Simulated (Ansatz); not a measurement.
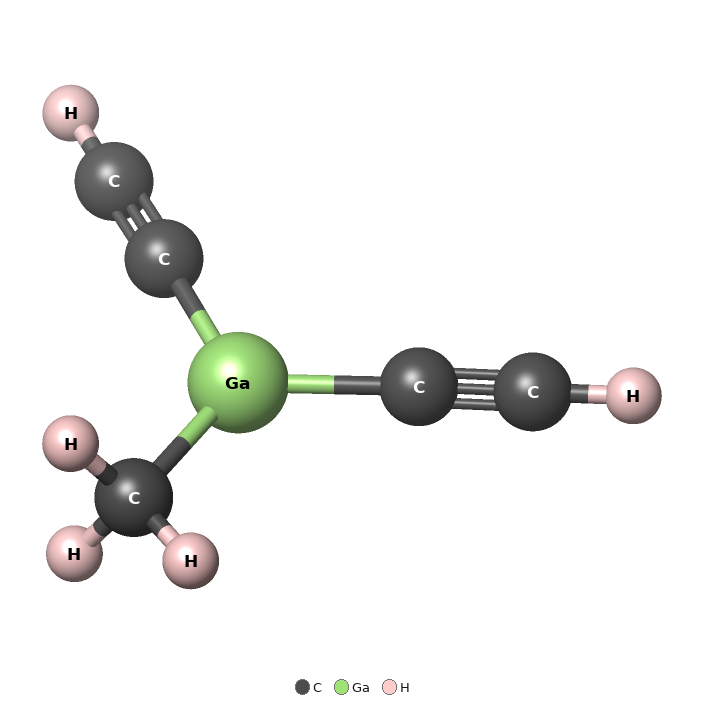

The computed structure is the end point of a PBE0-D4/def2-TZVP optimisation. Method: RKS PBE0-D4/def2-QZVPP (Ansatz 0.2.0).

Q: Give the dispersion correction at this level.

A: −19.8 kJ/mol.

Q: Estimate the HOMO energy (Kohn–Sham orbital).

A: −7.96 eV.

Q: What is the HOMO–LUMO gap?

A: 6.19 eV.
